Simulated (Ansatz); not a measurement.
The relaxed structure here is a generated cell of CsPbCl3: the first start was made by a random draw of sites in a space group, and the end was not matched to a known phase here, so it may be hypothetical. Known forms of CsPbCl3 include space group No. 221.

One stationary structure of CsPbCl$_{3}$. Space group Pmm2 (No. 25). Level of theory: r2SCAN (plane waves to 500 eV, PAW, scalar-relativistic; Ansatz, a first-principles code).

```xyz
5
Lattice="4.2205 0.0000 0.0000 0.0000 4.4140 0.0000 0.0000 0.0000 10.6394" Properties=species:S:1:pos:R:3 pbc="T T T"
Cl     0.0000     0.0000     0.1071
Cl     0.0000     2.2070     7.9256
Cl     2.1102     0.0000     5.6524
Cs     2.1102     0.0000     2.4971
Pb     2.1102     0.0000     8.2715
```

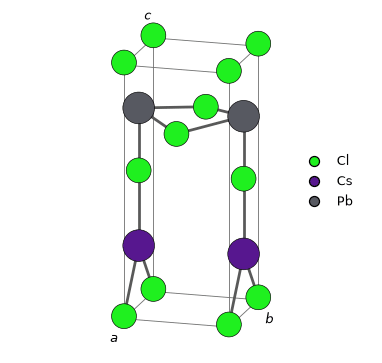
The conventional cell of the relaxed structure

```yaml
volume_per_atom: 39.64 Å³
band_gap: 3.17 eV, indirect (valence top at X, conduction bottom at T) (no spin-orbit coupling)
smallest_direct_gap: 3.31 eV at X
shortest_distances: Cl–Pb 2.62 Å; Cl–Cs 3.16 Å; Cl–Cl 3.58 Å
k-mesh: 8×8×3
```

Band energies at high-symmetry points (eV from the VBM; labels of this space group; no spin-orbit coupling), from −5 eV up to 5.6 eV:

| point | energies |
|---|---|
| Γ | -2.19 -2.12 -1.95 -0.83 -0.79 -0.58 -0.57 -0.34 -0.28 3.73 5.25 5.50 |
| X | -2.09 -1.71 -1.54 -1.33 -1.11 -0.48 -0.43 -0.32 0.00 3.31 4.30 5.14 5.50 |
| S | -3.16 -3.02 -1.97 -1.44 -0.97 -0.74 -0.71 -0.55 -0.30 4.52 5.21 |
| Y | -1.73 -1.64 -1.38 -1.07 -0.97 -0.84 -0.43 -0.35 -0.30 3.18 4.81 5.51 |
| Z | -2.33 -2.19 -1.96 -0.82 -0.70 -0.55 -0.41 -0.37 -0.29 3.69 5.01 5.49 |
| U | -1.77 -1.66 -1.54 -1.36 -1.20 -0.48 -0.43 -0.43 -0.25 3.40 4.31 5.10 |
| R | -3.14 -3.02 -1.55 -1.44 -1.12 -0.77 -0.71 -0.61 -0.55 4.50 5.29 |
| T | -1.93 -1.70 -1.38 -1.14 -0.86 -0.81 -0.38 -0.33 -0.14 3.17 4.78 5.36 |

No spin polarisation in the result.

The run could not lose the symmetry of its start: the end is stationary, and may be a saddle point rather than a minimum.
